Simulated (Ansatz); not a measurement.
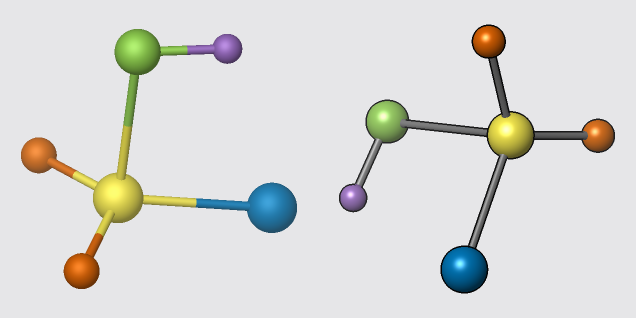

Two views of one molecule. Colours: aluminium yellow, chlorine green, fluorine orange, hydrogen purple, bromine blue.

The computed structure is the end point of a PBE0-D4/def2-TZVP optimisation.

What is the molecular formula?

AlBrClF2H, 6 atoms: 1 aluminium, 1 bromine, 1 chlorine, 2 fluorine and 1 hydrogen.

Give the symmetry (Schoenflies symbol).

Cs.

More results for the same structure follow; atom numbers are the same in all pictures, views and colours differ.

## Electronic properties

Method: RKS PBE0-D4/def2-TZVPP (Ansatz 0.2.0).

Predict the main results.

- HOMO energy (Kohn–Sham orbital): −8.83 eV
- LUMO energy (Kohn–Sham orbital): −1.11 eV
- HOMO–LUMO gap: 7.73 eV

## Vibrations

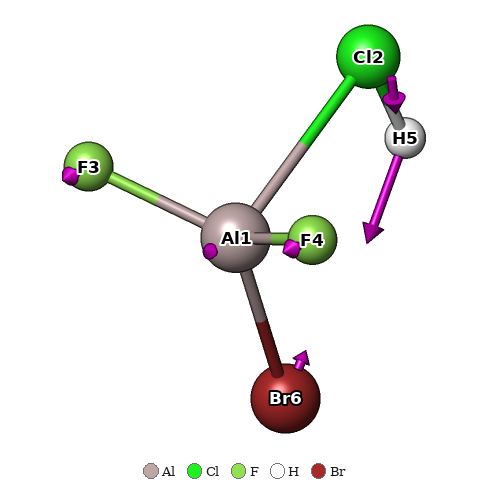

The arrows show one normal mode. Harmonic vibrations computed with RKS PBE0-D4/def2-TZVP (Ansatz 0.2.0) at a stationary point of the same level.

What kind of motion is it?

Mostly angle bending.

At what wavenumber does it lie?

85 cm⁻¹; it is mode 1 of 12 counted from the lowest.

## Charges

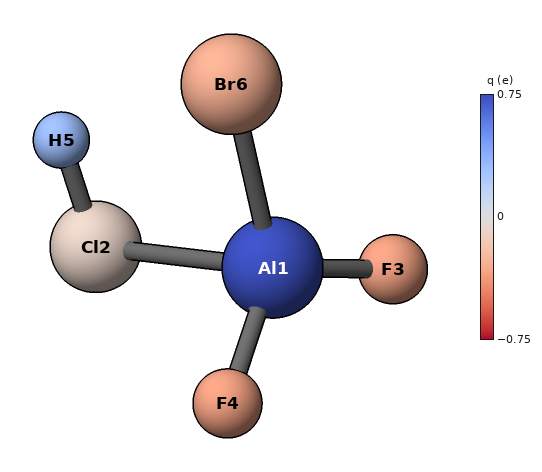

Atoms are coloured by their Mulliken charges. Level of theory: RKS PBE0-D4/def2-TZVP (Ansatz 0.2.0).

List the Mulliken charges.

```json
{"atom": "Al1", "value (e)": "0.73"}
{"atom": "Cl2", "value (e)": "−0.08"}
{"atom": "F3", "value (e)": "−0.33"}
{"atom": "F4", "value (e)": "−0.33"}
{"atom": "H5", "value (e)": "0.30"}
{"atom": "Br6", "value (e)": "−0.28"}
```

Mulliken values depend strongly on the basis set and can even reverse the polarity of a bond.
